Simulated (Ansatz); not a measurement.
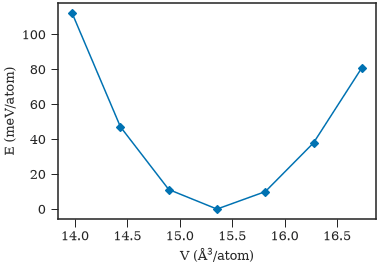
Fig. 1. SiW₂ in space group P4/nmm (No. 129; W on 2a, W on 2c, Si on 2c) under volume change, the program Ansatz at the PBE level (PAW), shape and atoms relaxed at each volume.

Question: What does a third-order Birch–Murnaghan fit give for V₀, B₀ and B′?

Answer: V₀ = 15.36 Å³/atom, B₀ = 243 GPa, B′ = 4.4.

The cell is a constructed one: a structure type filled with these elements; neither database checked (COD, Materials Project) lists it. Its standing as an ambient phase is unchecked. Symmetry was held in the PBE relaxation; its stability against distortions is not shown here. No spin polarisation was allowed. Spin–orbit coupling is left out wherever it is not named.

Potentials: the later of the program's two PAW sets.
